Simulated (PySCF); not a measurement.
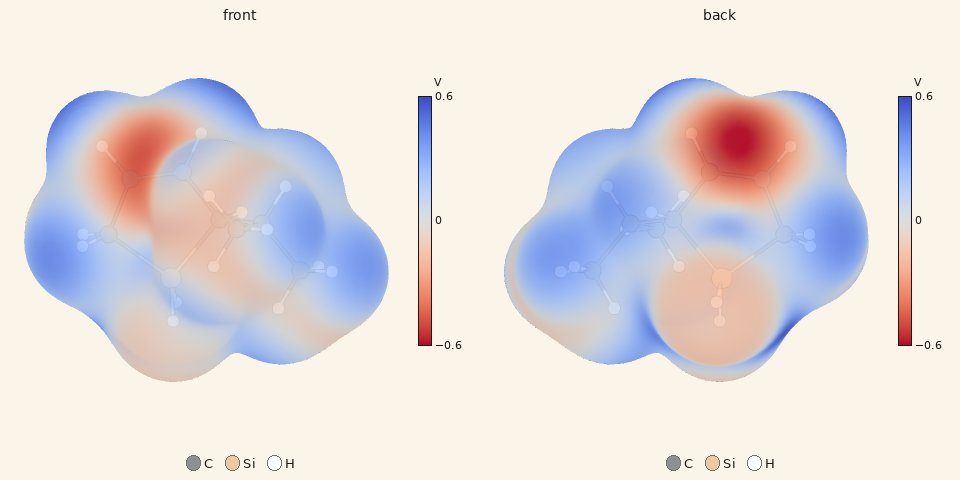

*C₇H₁₄Si. The electrostatic potential painted on the density surface at 0.001 e/bohr³, seen from the front and from behind; red is negative and blue positive.*

Geometry: GFN2-xTB.

These are results of PBE0/pcSseg-1, SCF density, gas phase, non-relativistic in PySCF, not measurements.

Input

```
{"job": {"kind": "nmr", "xc": "PBE0", "basis": "pcSseg-1"}, "charge": 0, "multiplicity": 1}
C     -2.230012    -1.081975    -0.074854
C     -1.303998    -0.049567     0.560068
C     -1.427078     1.293796    -0.151567
C      0.145411    -0.556237     0.571097
C      1.067818     0.419389     1.247957
C      2.172315     0.805093     0.633704
C      2.470985     0.261891    -0.731413
Si     0.996854    -0.884730    -1.113175
H     -1.974085    -1.226346    -1.122135
H     -3.266644    -0.756435    -0.014236
H     -2.142145    -2.040751     0.431911
H     -1.615704     0.093758     1.603850
H     -0.762735     2.026459     0.301365
H     -2.447750     1.666253    -0.085680
H     -1.164759     1.196877    -1.202085
H      0.144670    -1.479085     1.165245
H      0.795579     0.776650     2.232171
H      2.875477     1.496983     1.077310
H      3.428070    -0.261749    -0.722123
H      2.581764     1.081550    -1.443430
H      0.261513    -0.469304    -2.311752
H      1.384044    -2.293135    -1.253863
```

Command:

```sh
OMP_NUM_THREADS=1 python probes_run.py task.json out
```

Q: Where is the surface potential most negative and most positive?

A: The most negative region (about −0.6 V) lies over the π face of C5 and C6, the most positive (about +0.5 V) over Si8, H17 and H18.

Q: How polar is the molecule by this calculation?

A: Its dipole moment is 0.27 D.
